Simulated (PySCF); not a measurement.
# BH₂⁺: from HF to coupled cluster and rigid scans

Aim: at the PBE0 minimum of singlet BH₂⁺, found before, compare methods on energies and levels. Rigid scans about the minimum follow.

Method: several methods, basis B def2-TZVP, H def2-TZVP, no relativity, density fitting; program: PySCF 2.14.0.

### 1 Where the work starts

3 atoms, charge 1, spin multiplicity 1.

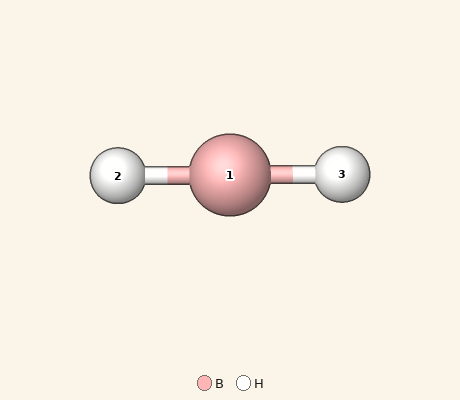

Start geometry, drawn with boron pink, hydrogen white; atoms are numbered from 1 in the order of the file.

Coordinates in bohr (charge 1 multiplicity 1):
```
B     0.0000    0.0000    0.0000
H     0.0000    0.0000    2.2283
H     0.0000    0.0000   -2.2283
```

### 2 PBE0

One driver script runs all steps and calls PySCF; scf.py shows the equivalent input of each level. Each SCF starts from the density of the minimum. The driver also runs the species with one electron less or more at the same geometry (one less: multiplicity 2, one more: multiplicity 2); their logs are not shown.

Contents of scf.py:

```python
from pyscf import gto, scf, dft
mol = gto.M(atom='''
B      0.000000     0.000000     0.000000
H     -0.000000     0.000000     1.179166
H      0.000000    -0.000000    -1.179166''',
    basis={'B': 'def2-TZVP', 'H': 'def2-TZVP'},
    charge=1, spin=0)
mf = dft.RKS(mol, xc='PBE0')
mf.grids.atom_grid = (75, 302)
aux = {'B': 'def2-universal-JKFIT', 'H': 'def2-universal-JKFIT'}
mf = mf.density_fit(auxbasis=aux)
mf.conv_tol = 1e-08
mf.diis_space = 10
mf.max_cycle = 60
mf.verbose = 4
mf.kernel()
```

Command:

```bash
OMP_NUM_THREADS=2 python axn.py task.json out
```

### 3 CCSD(T)

Changes to scf.py since step 2:

```diff
@@ -8,2 +8 @@
-mf = dft.RKS(mol, xc='PBE0')
-mf.grids.atom_grid = (75, 302)
+mf = scf.RHF(mol)
@@ -16,0 +16,3 @@
+from pyscf import cc
+mycc = cc.CCSD(mf, frozen=1).run()
+mycc.ccsd_t()
```

### 4 HF

Changes to scf.py since step 3:

```diff
@@ -16,3 +15,0 @@
-from pyscf import cc
-mycc = cc.CCSD(mf, frozen=1).run()
-mycc.ccsd_t()
```

### 5 PBE

Changes to scf.py since step 4:

```diff
@@ -8 +8,2 @@
-mf = scf.RHF(mol)
+mf = dft.RKS(mol, xc='PBE')
+mf.grids.atom_grid = (75, 302)
```

### 6 r2SCAN

Changes to scf.py since step 5:

```diff
@@ -8,2 +8,2 @@
-mf = dft.RKS(mol, xc='PBE')
-mf.grids.atom_grid = (75, 302)
+mf = dft.RKS(mol, xc='R2SCAN')
+mf.grids.atom_grid = (90, 434)
```

### 7 B3LYP

Changes to scf.py since step 6:

```diff
@@ -8,2 +8,2 @@
-mf = dft.RKS(mol, xc='R2SCAN')
-mf.grids.atom_grid = (90, 434)
+mf = dft.RKS(mol, xc='B3LYP')
+mf.grids.atom_grid = (75, 302)
```

### 8 TPSSh

Changes to scf.py since step 7:

```diff
@@ -8,2 +8,2 @@
-mf = dft.RKS(mol, xc='B3LYP')
-mf.grids.atom_grid = (75, 302)
+mf = dft.RKS(mol, xc='TPSSH')
+mf.grids.atom_grid = (90, 434)
```

### 9 M06

Changes to scf.py since step 8:

```diff
@@ -8 +8 @@
-mf = dft.RKS(mol, xc='TPSSH')
+mf = dft.RKS(mol, xc='M06')
```

### 10 MN15

Changes to scf.py since step 9:

```diff
@@ -8 +8 @@
-mf = dft.RKS(mol, xc='M06')
+mf = dft.RKS(mol, xc='MN15')
```

### 12 Breathing scan

A rigid scan with PBE0: all bonds to the central atom are scaled together. Each point starts from its neighbour's orbitals, and energies count from the minimum. Dipoles of the ion refer to the centre of mass.

### 13 Stretching one bond

A rigid scan with PBE0: the bond from B to the last atom (H) is scaled and the rest held.

### 14 Bending curve

A rigid scan with PBE0: the H–B–H angle changes, with bonds held.

### 15 Bend–stretch map

A rigid scan with PBE0: rows scale both bonds, columns set the H–B–H angle.

### 16 Map over both bonds

A rigid scan with PBE0: rows scale the first bond (B–H), columns the second (B–H).

(Steps that only read results are left out.)

**Question.** What will these runs give? Wanted: vertical ionisation energy, CCSD(T); vertical electron affinity, CCSD(T); orbital gap, range; T1, D1; T1, D1 of the species with one electron less; T1, D1 of the species with one electron more; all bonds 4 % longer; one bond 20 % longer.

As calculated:

| quantity | value |
| --- | --- |
| vertical ionisation energy, CCSD(T) | 24.48 eV |
| vertical electron affinity, CCSD(T) | 7.75 eV |
| orbital gap, range | 6.85 (PBE) to 17.89 (HF) eV |
| T1, D1 | 0.006, 0.011 |
| T1, D1 of the species with one electron less | 0.019, 0.037 |
| T1, D1 of the species with one electron more | 0.011, 0.030 |
| all bonds 4 % longer | 5.2 kJ/mol |
| one bond 20 % longer | 49.8 kJ/mol |

**Reading.** Against CCSD(T), the vertical ionisation energy is best met by M06 (-0.04 eV) and worst by HF (-0.83 eV). Against CCSD(T), the vertical electron affinity is best met by MN15 (+0.07 eV) and worst by HF (-0.52 eV). PBE's −ε(HOMO), 18.9 eV, falls 5.5 eV short of the ionisation energy, while its energy difference gives 24.2 eV. Shortening all bonds by 4 % costs 6.1 kJ/mol and lengthening them 5.2: the wall is steeper on the short side.
